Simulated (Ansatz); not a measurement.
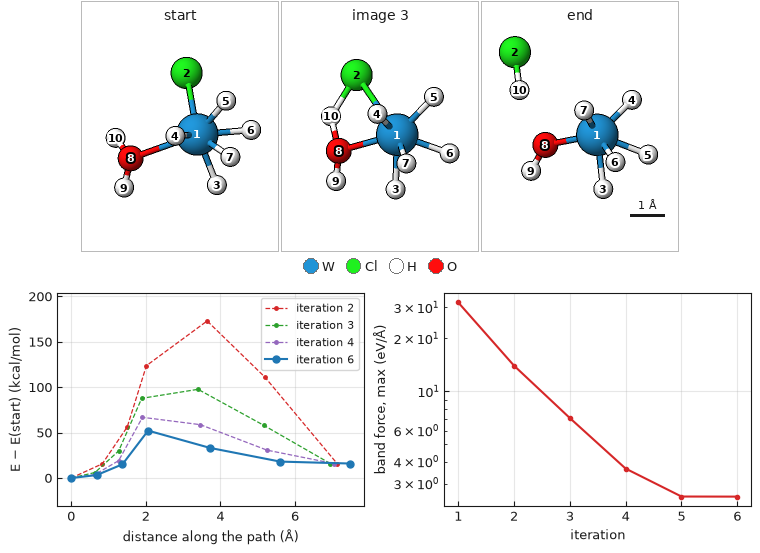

NEB run on WH$_{7}$OCl. Images are numbered from 0 (start) to 6 (end). The plot follows the band through its iterations. A ball-and-stick model, seen at a tilt.

These are results of RHF/def2-SVP in Ansatz 0.2.0, not measurements. Settings: 5 movable images; climbing image; force threshold 0.05 eV/Å; iteration limit 6; starting path through a guess of the saddle point.

**Judge this run.**

The result isn't final. The band hadn't converged when the run stopped after 6 iterations. The largest component of the band force went from 32 to 2.5 eV/Å. The barrier read from it is provisional: over the last two iterations the highest image moved from 66.9 kcal/mol to 52.2 kcal/mol. The iteration limit was low. The first iteration put the highest image at 353.6 kcal/mol. The highest point, image 3, lies 52.2 kcal/mol above the start and 36.2 kcal/mol above the end; the end is at +16.0 kcal/mol relative to the start.

Limits of the set-up: Hartree-Fock leaves out electron correlation.

The run took 78 s on 1 thread of Arm Neoverse V1, on a shared host, peak memory 0.22 GiB.
